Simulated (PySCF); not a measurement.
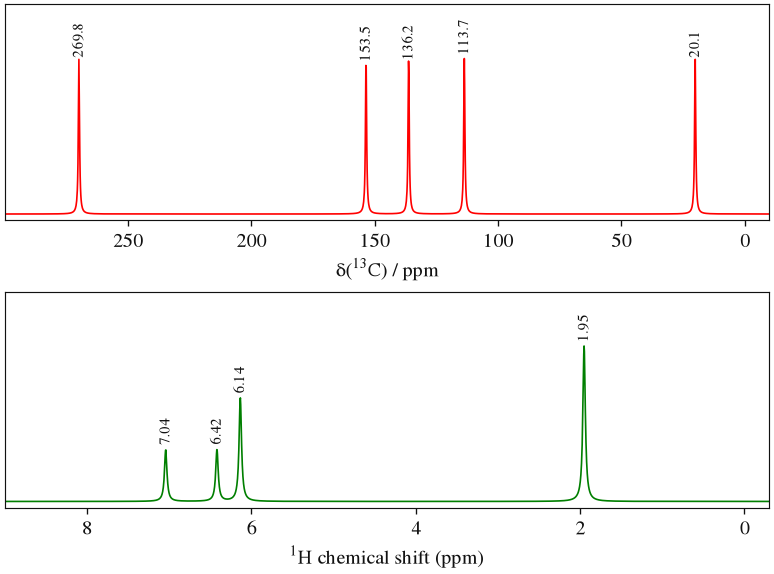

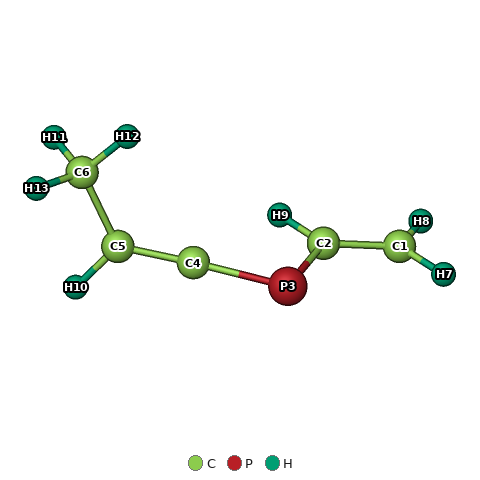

Spectrum and numbered structure of C₅H₇P, SMILES C=CP=C=CC. GIAO shifts, PBE0/pcSseg-1, PySCF, at a GFN2-xTB geometry (no frequency check), against TMS for ¹³C and TMS for ¹H computed at the same level. Gas phase, fully decoupled, line heights follow the number of nuclei, widths are arbitrary (no quadrupolar broadening); values of one conformer, averaged over methyl-type rotors and exact or near symmetry; other conformers aren't averaged in.

Assign the ¹³C signals to the numbered atoms.

```tsv
δ (ppm)	nuclei	atoms
269.8	1	C4
153.5	1	C2
136.2	1	C1
113.7	1	C5
20.1	1	C6
```

Which ¹H nuclei are the least shielded, and which the most?

Least shielded: H9 at 7.04 ppm. Most shielded: H11, H12 and H13 at 1.95 ppm.

Note: the tight-binding geometry is rougher than a DFT one and adds to the error.
